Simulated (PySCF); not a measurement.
**C4H6F+ (SMILES C=C[CH+]CF): levels of theory compared**

Aim: a comparison of 5 runs (HF/def2-SVP, M06-2X/6-31G*, BP86/def2-SVPD, TPSS/aug-cc-pVDZ, MP2/6-311+G**) of C4H6F+. The job is set up through a Python script.

The calculation is run with PySCF 2.14.0.

## 1. The molecule

C4H6F+: 11 atoms, total charge +1, spin state singlet. SMILES: `C=C[CH+]CF`. The shape is that of a GFN2-xTB optimisation. This is one conformer, not always the lowest.

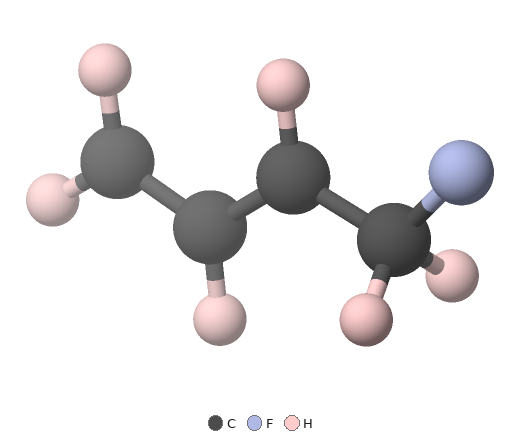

The structure, seen from a chosen angle (carbon dark grey, fluorine light blue, hydrogen pink).

## 2. Energy and forces at HF/def2-SVP (run 1)

File job.py:

```python
# C=C[CH+]CF
from pyscf import gto

mol = gto.M(
    atom='''
C      0.793326    -2.643670     2.718258
C      0.606659    -1.546098     0.397466
C     -0.387847     0.881538     0.122681
C     -0.656510     2.187471    -2.255426
F     -1.670140     4.506524    -2.028621
H      0.183549    -1.683784     4.417651
H      1.560706    -4.523381     2.946026
H      1.237241    -2.562601    -1.265134
H     -1.018128     1.899515     1.797186
H      1.186200     2.384891    -3.240994
H     -1.835056     1.099613    -3.609112
''',
    max_memory=1860,
    charge=1,
    verbose=4,
    basis='def2-svp',
    unit='bohr',
)

mf = mol.RHF()
mf.conv_tol = 1e-10
mf.kernel()
if not mf.converged:
    mf = mf.newton().run(mf.mo_coeff, mf.mo_occ)

e_tot = mf.e_tot
print(f'total energy: {e_tot:.8f} hartree')
grad = mf.nuc_grad_method().kernel()
dip = mf.dip_moment()
pop, q = mf.mulliken_pop()
```

On the command line:

```console
$ OMP_NUM_THREADS=1 python job.py
```

Standard output:

```text
PySCF version 2.14.0

[... 69 lines left out ...]
converged SCF energy = -253.884582844661
total energy: -253.88458284 hartree
[... 12 lines left out ...]
WARN: System has nonzero charge 1; the dipole moment is origin-dependent.
[... 2 lines left out ...]
Dipole moment(X, Y, Z, Debye):  1.01193, -2.97167,  2.09633
[... 73 lines left out ...]
pop of  5 H 2px           0.00373
pop of  5 H 2py           0.00692
pop of  5 H 2pz           0.01680
pop of  6 H 1s            0.72924
pop of  6 H 2s            0.07835
pop of  6 H 2px           0.00456
pop of  6 H 2py           0.01950
pop of  6 H 2pz           0.00333
pop of  7 H 1s            0.73571
pop of  7 H 2s            0.10612
pop of  7 H 2px           0.00515
pop of  7 H 2py           0.00729
pop of  7 H 2pz           0.01443
pop of  8 H 1s            0.72614
pop of  8 H 2s            0.08197
pop of  8 H 2px           0.00342
pop of  8 H 2py           0.00760
pop of  8 H 2pz           0.01520
pop of  9 H 1s            0.72629
pop of  9 H 2s            0.11329
pop of  9 H 2px           0.01614
pop of  9 H 2py           0.00206
pop of  9 H 2pz           0.00839
pop of  10 H 1s           0.72636
pop of  10 H 2s           0.11327
pop of  10 H 2px          0.00912
pop of  10 H 2py          0.00571
pop of  10 H 2pz          0.01176
 ** Mulliken atomic charges  **
charge of    0C =      0.20105
charge of    1C =     -0.20505
charge of    2C =      0.09868
charge of    3C =      0.35050
charge of    4F =     -0.32256
charge of    5H =      0.14780
charge of    6H =      0.16502
charge of    7H =      0.13129
charge of    8H =      0.16567
charge of    9H =      0.13384
charge of   10H =      0.13377
```

Run time: 26 s. Hardware: 1 thread of AMD EPYC (Zen 3), shared host; peak memory 0.21 GiB.

## 3. Energy and gradient at M06-2X/6-31G(d) (spherical functions) (run 2)

File start.xyz:

```xyz
11

C      0.419810    -1.398970     1.438440
C      0.321030    -0.818160     0.210330
C     -0.205240     0.466490     0.064920
C     -0.347410     1.157560    -1.193520
F     -0.883800     2.384750    -1.073500
H      0.097130    -0.891020     2.337720
H      0.825890    -2.393670     1.558970
H      0.654720    -1.356070    -0.669480
H     -0.538770     1.005180     0.951030
H      0.627710     1.262030    -1.715060
H     -0.971070     0.581890    -1.909860
```

File calc.py:

```python
import pyscf.grad
from pyscf import gto, dft

mol = gto.M(
    atom='start.xyz',
    spin=0,
    verbose=3,
    charge=1,
    max_memory=1860,
    basis='6-31g*',
)

mf = dft.RKS(mol, xc='m06-2x')
mf.grids.level = 5
mf.conv_tol = 1e-10
mf.kernel()
if not mf.converged:
    mf = mf.newton().run(mf.mo_coeff, mf.mo_occ)

e_final = mf.e_tot
print('E = %.10f Eh' % e_final)
grad = mf.Gradients().kernel()
mf.analyze()
```

On the command line:

```console
$ OMP_NUM_THREADS=1 python calc.py
```

Standard output:

```text
converged SCF energy = -255.394054963605
[... 14 lines left out ...]
MO #5   energy= -10.795616223172   occ= 2
[... 6 lines left out ...]
MO #12  energy= -0.793716213091903 occ= 2
[... 6 lines left out ...]
MO #19  energy= -0.584079340837631 occ= 2
[... 6 lines left out ...]
MO #26  energy= 0.024237413919538  occ= 0
[... 6 lines left out ...]
MO #33  energy= 0.346384787781015  occ= 0
[... 6 lines left out ...]
MO #40  energy= 0.528397700742798  occ= 0
[... 6 lines left out ...]
MO #47  energy= 0.762562225119747  occ= 0
[... 6 lines left out ...]
MO #54  energy= 1.12921637308622   occ= 0
[... 6 lines left out ...]
MO #61  energy= 1.48472696764076   occ= 0
[... 6 lines left out ...]
MO #68  energy= 1.87243526038036   occ= 0
[... 6 lines left out ...]
MO #75  energy= 2.16720594037464   occ= 0
[... 6 lines left out ...]
MO #82  energy= 2.93916619004066   occ= 0
[... 13 lines left out ...]
WARN: System has nonzero charge 1; the dipole moment is origin-dependent.
Location of origin: [0. 0. 0.]

Dipole moment(X, Y, Z, Debye):  0.87406, -2.48436,  1.52126
```

Run time: 1.7 min. Hardware: 1 thread of AMD EPYC (Zen 3), shared host; peak memory 0.83 GiB.

Runs 3 to 4 aren't shown in full; the table further down has their settings and results.

## 4. Energy and forces at MP2/6-311+G(d,p) (run 5)

File geometry.xyz:

```xyz
11
C4H6F
C      0.419810    -1.398970     1.438440
C      0.321030    -0.818160     0.210330
C     -0.205240     0.466490     0.064920
C     -0.347410     1.157560    -1.193520
F     -0.883800     2.384750    -1.073500
H      0.097130    -0.891020     2.337720
H      0.825890    -2.393670     1.558970
H      0.654720    -1.356070    -0.669480
H     -0.538770     1.005180     0.951030
H      0.627710     1.262030    -1.715060
H     -0.971070     0.581890    -1.909860
```

File input.py:

```python
# C=C[CH+]CF
from pyscf import gto, scf, mp

system = gto.M(
    atom='geometry.xyz',
    verbose=4,
    max_memory=1860,
    basis='6-311+g**',
    charge=1,
)

mf = scf.RHF(system)
mf.conv_tol = 1e-10
mf.kernel()
if not mf.converged:
    mf = mf.newton().run(mf.mo_coeff, mf.mo_occ)

pt = mp.MP2(mf, frozen=5).run()
e_final = pt.e_tot
print('E = %.10f Eh' % e_final)
grad = pt.nuc_grad_method().kernel()
dip = mf.dip_moment()
pop, q = mf.mulliken_pop()
```

On the command line:

```console
$ OMP_NUM_THREADS=1 python input.py
```

Standard output:

```text
PySCF version 2.14.0

[... 69 lines left out ...]
converged SCF energy = -254.149190432227
[... 18 lines left out ...]
WARN: System has nonzero charge 1; the dipole moment is origin-dependent.
[... 2 lines left out ...]
Dipole moment(X, Y, Z, Debye):  1.02943, -2.99927,  2.04804
[... 119 lines left out ...]
pop of  6 H 3s           -0.01070
pop of  6 H 2px           0.00473
pop of  6 H 2py           0.01797
pop of  6 H 2pz           0.00407
pop of  7 H 1s            0.26076
pop of  7 H 2s            0.48932
pop of  7 H 3s            0.00953
pop of  7 H 2px           0.00607
pop of  7 H 2py           0.00779
pop of  7 H 2pz           0.01393
pop of  8 H 1s            0.25762
pop of  8 H 2s            0.47660
pop of  8 H 3s           -0.01137
pop of  8 H 2px           0.00369
pop of  8 H 2py           0.00785
pop of  8 H 2pz           0.01478
pop of  9 H 1s            0.25218
pop of  9 H 2s            0.48595
pop of  9 H 3s           -0.00113
pop of  9 H 2px           0.01453
pop of  9 H 2py           0.00139
pop of  9 H 2pz           0.00809
pop of  10 H 1s           0.25223
pop of  10 H 2s           0.48591
pop of  10 H 3s          -0.00108
pop of  10 H 2px          0.00781
pop of  10 H 2py          0.00505
pop of  10 H 2pz          0.01116
 ** Mulliken atomic charges  **
charge of    0C =     -0.10080
charge of    1C =     -0.01854
charge of    2C =      0.27941
charge of    3C =     -0.39984
charge of    4F =     -0.16444
charge of    5H =      0.22013
charge of    6H =      0.24274
charge of    7H =      0.21260
charge of    8H =      0.25083
charge of    9H =      0.23899
charge of   10H =      0.23892
```

Run time: 3 min. Hardware: 1 thread of AMD EPYC (Zen 3), shared host; peak memory 2 GiB.

## 5. Overview of the runs

| run | level | integration grid | frozen core orbitals | energy (Eh) | HOMO energy (eV) | LUMO energy (eV) | HOMO–LUMO gap (eV) | wall time |
| --- | --- | --- | --- | --- | --- | --- | --- | --- |
| 1 | HF/def2-SVP | – | – | -253.884583 | -17.39 | -5.85 | 11.54 | 26 s |
| 2 | M06-2X/6-31G* (spherical functions) | 5 | – | -255.394055 | -15.89 | -8.77 | 7.12 | 1.7 min |
| 3 | BP86/def2-SVPD | 5 | – | -255.339222 | -13.51 | -10.75 | 2.76 | 2.7 min |
| 4 | TPSS/aug-cc-pVDZ | 5 | – | -255.595060 | -13.39 | -10.47 | 2.92 | 5.7 min |
| 5 | MP2/6-311+G** | – | 5 | -254.887448 | -17.33 | -5.81 | 11.52 | 3 min |

## 6. Summary of results

| quantity | value |
| --- | --- |
| run 5: total energy | -254.88745 Eh |
| run 5: HOMO energy (Hartree–Fock orbitals) | -17.33 eV |
| run 5: LUMO energy (Hartree–Fock orbitals) | -5.81 eV |
| run 5: HOMO–LUMO gap (Hartree–Fock orbitals) | 11.52 eV |
| run 5: correlation energy (5 core orbitals frozen) | -738.3 mEh |
| run 5: largest force on an atom | 1.818 eV/Å |

In words: Over runs 1, 2, 3, 4 the HOMO–LUMO gap runs from 2.76 eV (BP86/def2-SVPD) to 11.54 eV (HF/def2-SVP). The two ends differ in method and basis. Totals of different functionals can't be ranked against each other. All runs together took 14 min, the longest 5.7 min.
